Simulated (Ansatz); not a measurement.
```yaml
atoms:
  - { symbol: Ti, position_ang: [-0.4437, 0.0000, -0.4942] }
  - { symbol: F, position_ang: [0.0533, 0.0000, 2.4941] }
  - { symbol: Cl, position_ang: [1.6962, 0.0000, -0.1446] }
  - { symbol: Cl, position_ang: [-1.0743, 1.7840, -1.5113] }
  - { symbol: Cl, position_ang: [-1.0743, -1.7840, -1.5113] }
  - { symbol: H, position_ang: [-1.5823, 0.0000, 0.7561] }
  - { symbol: H, position_ang: [-0.8700, 0.0000, 2.4723] }
```

Level of theory: Ansatz, RKS PBE0-D4/def2-SVP.

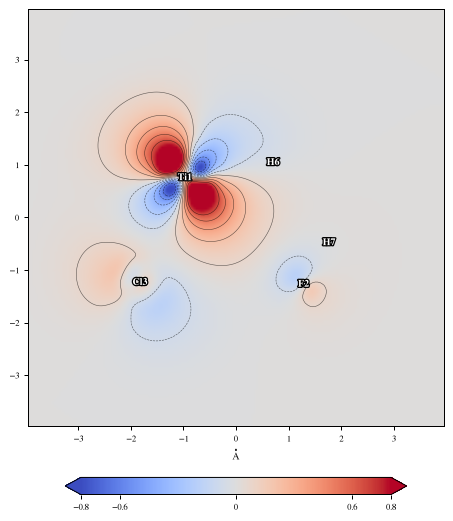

Cl$_{3}$HTi···HF. The LUMO on the plane of atoms Cl3, Ti1 and H6 (values in Å⁻³ᐟ²; the overall sign is arbitrary).

**Where does this orbital lie, and at what energy?**

Its weight (Hirshfeld) is mainly on Ti1 (about 75 %), Cl4 (about 5 %) and Cl5 (about 5 %). Its energy is −3.55 eV.
